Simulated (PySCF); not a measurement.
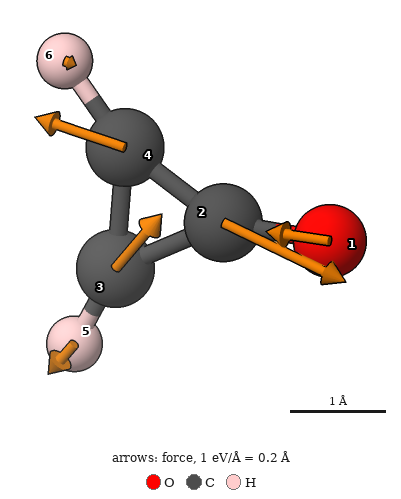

Starting geometry of C3H2O with the computed forces as orange arrows. Style: ball-and-stick. Shown at a tilt.

The start comes from MMFF94s. Its atoms were then displaced at random by about 0.03 Å.

Level of theory: PBE0-D3(BJ)/def2-SVP geometry optimisation, gas phase in PySCF 2.14.0, density-fitted response routines. 

What follows when this structure is relaxed?

It isn't relaxed: the largest force vector, on C2, is 7.61 eV/Å. The final displacements follow the starting forces only in part (cosine between the two patterns 0.66). The largest moves after the best rigid fit, 0.074 Å, are those of C3 and H5. Largest moves by element: H 0.074 Å, C 0.074 Å, O 0.015 Å. Some distances before and after: C2–C4 1.330 → 1.432 Å, C3–H5 1.031 → 1.093 Å, O1–C2 1.255 → 1.197 Å, C3–C4 1.368 → 1.346 Å. Bond angles that change, for instance: C4–C3–H5 156.9° → 144.2°, C3–C4–H6 136.0° → 143.9°, C2–C3–H5 146.8° → 153.8°. The energy falls by 11.7 kcal/mol in 5 geometry steps.
